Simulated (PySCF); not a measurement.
# [AsH3]+: relaxation and vibrations of the doublet

Aim: relax [AsH3]+ as a doublet from a trigonal planar start, check by its vibrations whether the end is a minimum, and collect its spectrum and constants.

The runs use PySCF 2.14.0; PBE0, basis As def2-TZVP, H def2-TZVP, no relativity, density fitting.

## 1. The system as given

4 atoms, charge 1, spin multiplicity 2.

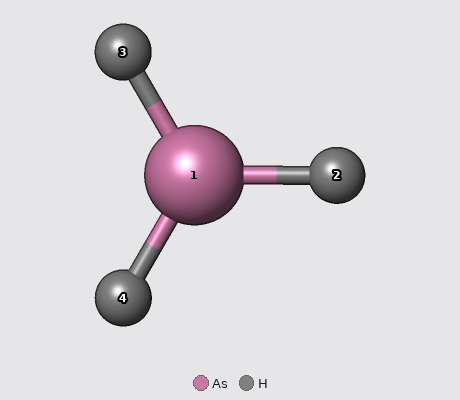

The starting geometry (arsenic pink, hydrogen grey); atoms are numbered from 1 in the order of the file.

```xyz
4
charge 1 multiplicity 2
As    0.0000    0.0000    0.0000
H     1.4994    0.0000    0.0000
H    -0.7497    1.2985    0.0000
H    -0.7497   -1.2985    0.0000
```

## 2. Finding the electronic state

The steps below are one call of a driver around PySCF. For each, scf.py gives the equivalent set-up of the SCF; relaxations use the driver's own optimiser. After this first run the driver tries any further starts and a stability analysis.

The input, scf.py:

```python
from pyscf import gto, scf, dft
mol = gto.M(atom='''
As     0.000000     0.000000     0.000000
H      1.499400     0.000000     0.000000
H     -0.749700     1.298500     0.000000
H     -0.749700    -1.298500     0.000000''',
    basis={'As': 'def2-TZVP', 'H': 'def2-TZVP'},
    charge=1, spin=1)
mf = dft.UKS(mol, xc='PBE0')
mf.grids.atom_grid = (50, 194)
aux = {'As': 'def2-universal-JKFIT', 'H': 'def2-universal-JKFIT'}
mf = mf.density_fit(auxbasis=aux)
mf.conv_tol = 1e-08
mf.diis_space = 10
mf.max_cycle = 60
mf.init_guess = 'minao'
mf.verbose = 4
mf.kernel()
```

On the command line:

```console
$ OMP_NUM_THREADS=2 python axn.py task.json out
```

The program printed:

```text
init E= -2236.51373623661
[... the frontier-level lines of each cycle are left out ...]
cycle= 1 E= -2236.9945958624  delta_E= -0.481  |g|= 0.339  |ddm|= 1.04
cycle= 2 E= -2237.00550862457  delta_E= -0.0109  |g|= 0.35  |ddm|= 0.41
cycle= 3 E= -2237.02513235779  delta_E= -0.0196  |g|= 0.0117  |ddm|= 0.155
cycle= 4 E= -2237.02525637376  delta_E= -0.000124  |g|= 0.00452  |ddm|= 0.0217
cycle= 5 E= -2237.02527460649  delta_E= -1.82e-05  |g|= 0.00136  |ddm|= 0.00807
cycle= 6 E= -2237.02527705046  delta_E= -2.44e-06  |g|= 0.000366  |ddm|= 0.00275
cycle= 7 E= -2237.02527729961  delta_E= -2.49e-07  |g|= 5.06e-05  |ddm|= 0.00104
cycle= 8 E= -2237.0252773038  delta_E= -4.19e-09  |g|= 2.96e-06  |ddm|= 0.000136
Extra cycle  E= -2237.02527730381  delta_E= -1.18e-11  |g|= 8.89e-07  |ddm|= 5.85e-06
converged SCF energy = -2237.02527730381  <S^2> = 0.75596185  2S+1 = 2.005953
```

This step, with its further starts and checks, needed 2.4 s of wall time on 2 threads of Arm Neoverse V2, shared host.

The test of internal stability found no lower solution of this spin.

## 3. Trigonal planar start, doublet: relaxation

The program finds D3h symmetry in the start, which this walk keeps.

Changes to scf.py since step 2:

```diff
@@ -3,4 +3,4 @@
-As     0.000000     0.000000     0.000000
-H      1.499400     0.000000     0.000000
-H     -0.749700     1.298500     0.000000
-H     -0.749700    -1.298500     0.000000''',
+As    -0.000000    -0.000000     0.000000
+H      1.499389    -0.000000     0.000000
+H     -0.749695     1.298509     0.000000
+H     -0.749695    -1.298509     0.000000''',
@@ -16 +15,0 @@
-mf.init_guess = 'minao'
```

The optimiser's trace:

```csv
step,energy (Eh),change (kJ/mol),largest symmetric gradient (Eh/bohr)
0,-2237.025277,0.00,0.00500
1,-2237.025455,-0.47,0.00118
2,-2237.025465,-0.49,0.00004
```

The walk took 2.3 s.

Geometry (Å) and forces (eV/Å) at some steps:

```
step 0
As   0.000   0.000   0.000   0.002   0.000   0.000
H    1.499   0.000   0.000  -0.257   0.000   0.000
H   -0.750   1.299   0.000   0.128  -0.223   0.000
H   -0.750  -1.299   0.000   0.128   0.223   0.000
step 1
As   0.000   0.000   0.000   0.002   0.000   0.000
H    1.489   0.000   0.000  -0.061   0.000   0.000
H   -0.745   1.290   0.000   0.029  -0.053   0.000
H   -0.745  -1.290   0.000   0.029   0.053   0.000
step 2
As   0.000   0.000   0.000   0.002   0.000   0.000
H    1.486   0.000   0.000   0.002   0.000   0.000
H   -0.743   1.287   0.000  -0.002   0.001   0.000
H   -0.743  -1.287   0.000  -0.002  -0.001   0.000
```

End point (D3h, 2 steps, 0.5 kJ/mol gained): As–H 1.486 Å (×3); H–As–H 120.0° (×3).

## 4. Vibrations and properties at this point

On the finer grid the gradient is checked again; gradients at displacements of ±0.02 bohr then give force constants and infrared intensities.

Changes to scf.py since step 3:

```diff
@@ -3,4 +3,4 @@
-As    -0.000000    -0.000000     0.000000
-H      1.499389    -0.000000     0.000000
-H     -0.749695     1.298509     0.000000
-H     -0.749695    -1.298509     0.000000''',
+As     0.000000     0.000000     0.000000
+H      1.486201    -0.000000     0.000000
+H     -0.743101     1.287088     0.000000
+H     -0.743101    -1.287088     0.000000''',
@@ -10 +10 @@
-mf.grids.atom_grid = (50, 194)
+mf.grids.atom_grid = (75, 302)
@@ -13 +13 @@
-mf.conv_tol = 1e-08
+mf.conv_tol = 1e-10
```

The driver hands on the density of the step before, so the log starts near convergence.

SCF at the final geometry:

```text
init E= -2237.02542282602
[... the frontier-level lines of each cycle are left out ...]
cycle= 1 E= -2237.02542282601  delta_E= 1.05e-11  |g|= 5.89e-08  |ddm|= 1.07e-07
Extra cycle  E= -2237.02542282601  delta_E= -5e-12  |g|= 5.62e-08  |ddm|= 6.92e-08
converged SCF energy = -2237.02542282601  <S^2> = 0.75583994  2S+1 = 2.0058314
```

The whole step took 12 s.

Geometry: D3h; As–H 1.486 Å (×3); H–As–H 120.0° (×3).

Modes, for the most abundant isotopes:

```csv
symmetry,ω (cm⁻¹),IR (km/mol)
a2'',610i,75.3
e',901,12.1
a1',2339,0.0
e',2414,151
```

With 1 mode imaginary (up to 610i cm⁻¹) this point is a saddle.

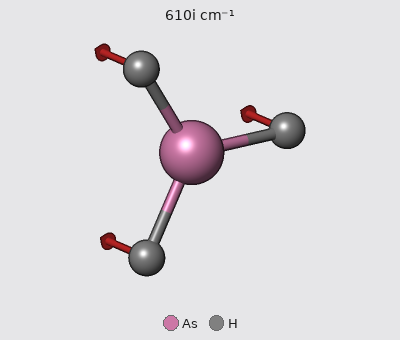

The imaginary mode, as arrows.

Properties at this point:

```
Dipole moment about the centre of mass                          : 0.00 D
Highest occupied level                                          : -14.56 eV
Lowest empty level                                              : -10.44 eV
Rotational constants                                            : 5.049, 5.049, 2.524 cm⁻¹
Zero-point energy (real modes)                                  : 53.6 kJ/mol
Principal polarisabilities                                      : 19.0, 24.6, 24.6 bohr³
Principal traceless quadrupole moments about the centre of mass : -3.78, 1.89, 1.89 D Å
Spin squared ⟨S²⟩                                               : 0.756
```

Populations by atom (charges in e):

```tsv
atom	Mulliken	Löwdin	polar tensor	spin (Mulliken)	Mayer order to As1
As1	0.25	0.79	0.64	1.12	–
H2,3,4	0.25	0.07	0.12	-0.04	0.87
```

Outer orbital energies (eV). α occupied: -54.19, -54.19, -54.08, -54.08, -26.28, -19.09, -19.09, -14.56; empty: -7.63, -5.48, -5.48, -2.22. β occupied: -54.07, -54.05, -54.05, -54.03, -54.03, -25.32, -18.95, -18.95; empty: -10.44, -7.09, -5.25, -5.25.

Mulliken populations on As1: s 7.62, p 15.04, d 10.08, f 0.01.

## 5. Downhill along the imaginary mode

The start is the last point, displaced along its most imaginary mode.

The program finds C3v symmetry in the start, which this walk keeps.

Changes to scf.py since step 4:

```diff
@@ -3,4 +3,4 @@
-As     0.000000     0.000000     0.000000
-H      1.486201    -0.000000     0.000000
-H     -0.743101     1.287088     0.000000
-H     -0.743101    -1.287088     0.000000''',
+As    -0.000000     0.000000     0.004843
+H      1.486201    -0.000000    -0.120000
+H     -0.743101     1.287088    -0.120000
+H     -0.743101    -1.287088    -0.120000''',
@@ -10 +10 @@
-mf.grids.atom_grid = (75, 302)
+mf.grids.atom_grid = (50, 194)
@@ -13 +13 @@
-mf.conv_tol = 1e-10
+mf.conv_tol = 1e-08
```

Energy and gradient, step by step:

```csv
step,energy (Eh),change (kJ/mol),largest symmetric gradient (Eh/bohr)
0,-2237.026495,0.00,0.00797
1,-2237.030511,-10.54,0.00728
2,-2237.030813,-11.34,0.00235
3,-2237.030863,-11.47,0.00212
4,-2237.030966,-11.74,0.00021
5,-2237.030966,-11.74,0.00001
```

The walk took 5.5 s.

Positions (Å) and forces (eV/Å) along the way:

```
step 0
As   0.000   0.000   0.005   0.000   0.000   0.410
H    1.486   0.000  -0.120  -0.087   0.000  -0.138
H   -0.743   1.287  -0.120   0.043  -0.075  -0.136
H   -0.743  -1.287  -0.120   0.043   0.075  -0.136
step 1
As   0.000   0.000   0.217  -0.001   0.000  -0.188
H    1.461   0.000  -0.191  -0.374   0.000   0.064
H   -0.731   1.265  -0.191   0.187  -0.325   0.062
H   -0.731  -1.265  -0.191   0.187   0.325   0.062
step 3
As   0.000   0.000   0.246   0.001   0.000  -0.109
H    1.427   0.000  -0.200   0.077   0.000   0.037
H   -0.713   1.236  -0.200  -0.039   0.067   0.036
H   -0.713  -1.236  -0.200  -0.039  -0.067   0.036
step 5
As   0.000   0.000   0.224   0.000   0.000   0.000
H    1.438   0.000  -0.193  -0.001   0.000   0.001
H   -0.719   1.245  -0.193   0.000  -0.001   0.000
H   -0.719  -1.245  -0.193   0.000   0.001   0.000
```

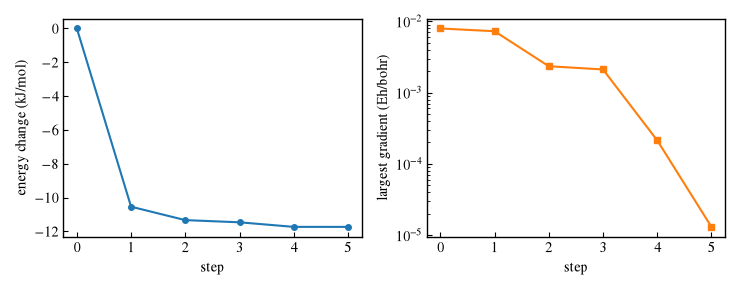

Energy and largest gradient along the walk.

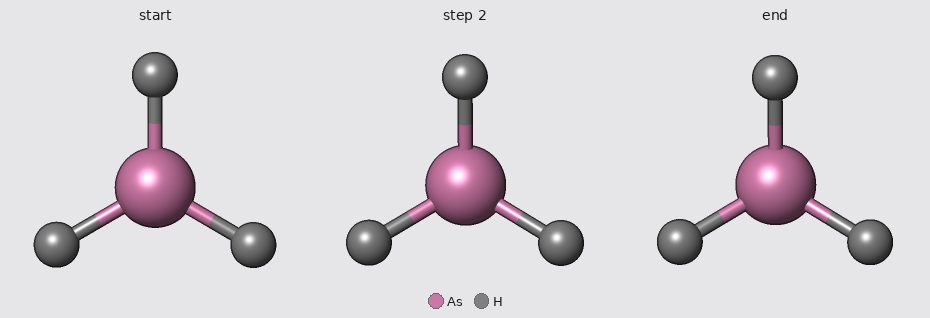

The geometry along the walk, at one scale.

After 5 steps and 11.7 kJ/mol it ends at C3v: As–H 1.497 Å (×3); H–As–H 112.5° (×3).

## 6. Vibrations and properties at this point

As before: finer grid, then central differences.

Changes to scf.py since step 5:

```diff
@@ -3,4 +3,4 @@
-As    -0.000000     0.000000     0.004843
-H      1.486201    -0.000000    -0.120000
-H     -0.743101     1.287088    -0.120000
-H     -0.743101    -1.287088    -0.120000''',
+As    -0.000000     0.000000     0.016192
+H      1.437604    -0.000000    -0.401232
+H     -0.718802     1.245001    -0.401232
+H     -0.718802    -1.245001    -0.401232''',
@@ -10 +10 @@
-mf.grids.atom_grid = (50, 194)
+mf.grids.atom_grid = (75, 302)
@@ -13 +13 @@
-mf.conv_tol = 1e-08
+mf.conv_tol = 1e-10
```

SCF at the final geometry:

```text
init E= -2237.03092794466
[... the frontier-level lines of each cycle are left out ...]
cycle= 1 E= -2237.03092794466  delta_E= -3.64e-12  |g|= 1.71e-07  |ddm|= 6.74e-07
Extra cycle  E= -2237.03092794466  delta_E= 7.73e-12  |g|= 1.07e-07  |ddm|= 3.11e-07
converged SCF energy = -2237.03092794466  <S^2> = 0.75264982  2S+1 = 2.0026481
```

The whole step needed 14 s of wall time on 2 threads of Arm Neoverse V2, shared host.

Geometry: C3v; As–H 1.497 Å (×3); H–As–H 112.5° (×3).

Harmonic modes (main isotopes):

```
symmetry  ω (cm⁻¹)  IR (km/mol)  μ (u)
      a1       688          2.9   1.05
       e       924         10.4   1.02
      a1      2296          9.1   1.01
       e      2362         63.9   1.03
```

All wavenumbers are real: a minimum.

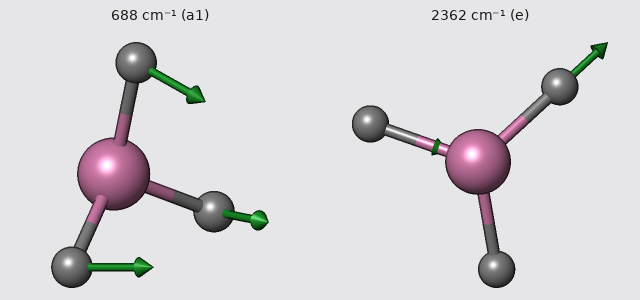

How the atoms move in 2 of the modes.

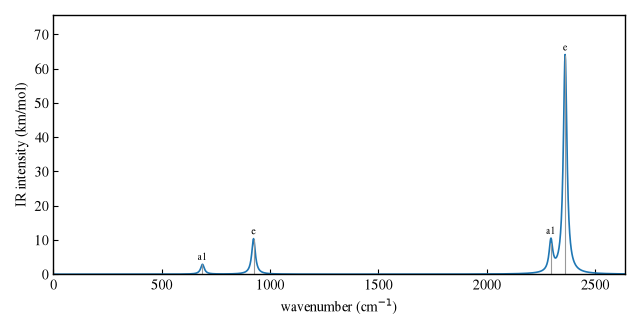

The harmonic infrared spectrum (widths in cm⁻¹). Lines are broadened to a width of 20 cm⁻¹ (Lorentzian).

Properties at this point:

```yaml
Dipole_moment_about_the_centre_of_mass: 0.61 D
Highest_occupied_level: -15.35 eV
Lowest_empty_level: -11.25 eV
Rotational_constants: 4.643, 4.643, 2.698 cm⁻¹
Zero-point_energy: 57.2 kJ/mol
Principal_polarisabilities: 18.5, 24.8, 24.8 bohr³
Principal_traceless_quadrupole_moments_about_the_centre_of_mass: -2.35, 1.18, 1.18 D Å
Entropy_at_298.15_K_and_1_bar_electronic_part_spin_only: 229.1 J/(mol K)
Heat_capacity_Cp_at_298.15_K: 40.8 J/(mol K)
Enthalpy_at_298.15_K_above_0_K: 10.48 kJ/mol
Rotational_symmetry_number: 3
Spin_squared_⟨S²⟩: 0.753
```

Charges (e) and bond orders:

```csv
atom,Mulliken,Löwdin,polar tensor,spin (Mulliken),Mayer order to As1
As1,0.31,0.81,0.80,0.97,–
"H2,3,4",0.23,0.06,0.07,0.01,0.89
```

Mulliken populations on As1: s 7.65, p 14.93, d 10.10, f 0.01.

## 7. All stationary points

| spin | group | bonds | imaginary modes (cm⁻¹) | ΔE (kJ/mol) | with zero-point energy |
| --- | --- | --- | --- | --- | --- |
| doublet | C3v | As–H 1.497 Å (×3) | none | 0.0 | 0.0 |
| doublet | D3h | As–H 1.486 Å (×3) | 610i | 14.5 | – |

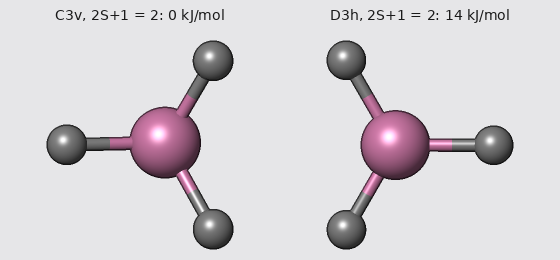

The points, lowest first (arsenic pink, hydrogen grey).

## 8. What came out

```
                                          quantity                                   value
                                           minimum                            doublet, C3v
                                          geometry   As–H 1.497 Å (×3); H–As–H 112.5° (×3)
                                wavenumbers (cm⁻¹)  688 (a1), 924 (e), 2296 (a1), 2362 (e)
                    dipole moment (centre of mass)                                  0.61 D
highest occupied, lowest empty level (either spin)                       -15.35, -11.25 eV
                        polar-tensor charge of As1                                 +0.80 e
                                 zero-point energy                             57.2 kJ/mol
                               entropy at 298.15 K                         229.1 J/(mol K)
                                              ⟨S²⟩                                   0.753
```

The trigonal planar start (D3h) ends in a minimum of C3v symmetry, after a stop at a saddle point 14.5 kJ/mol higher, from which it was pushed off along an imaginary mode. In the infrared the band at 2362 cm⁻¹ (e, stretch) leads. Most of the spin sits on As1 (Mulliken spin 0.97, against 1 for the whole molecule). Only this shape and spin were tried, so other structures or states may lie lower.

The search up to here took 36 s.
